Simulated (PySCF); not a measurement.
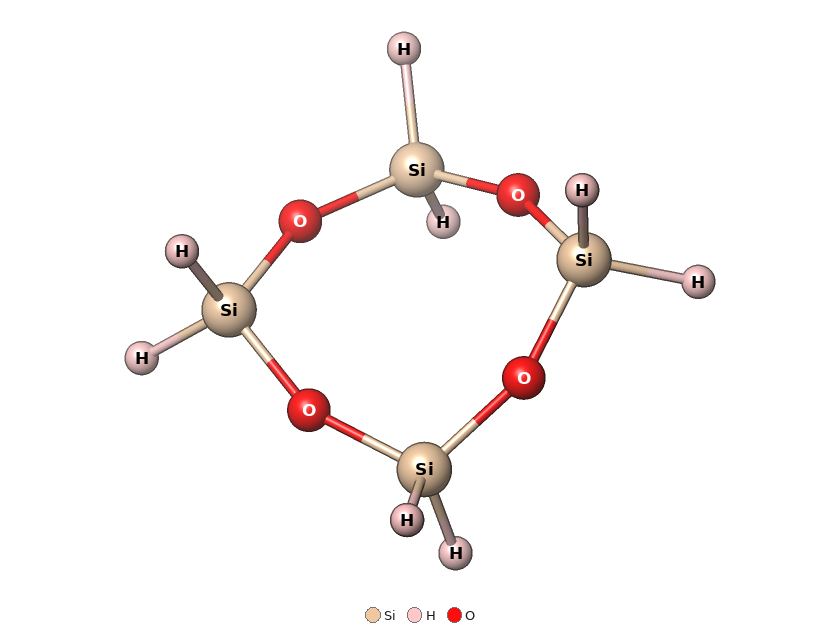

Orthographic view. Depth is shown by fading: the farther an atom, the more it takes the colour of the background. The computed structure is the end point of a PBE0-D3(BJ)/def2-SVP optimisation. No frequency run is at hand to confirm it as a minimum.

Question: Give the standard InChI.

Answer: InChI=1S/H8O4Si4/c1-5-2-7-4-8-3-6-1/h5-8H2
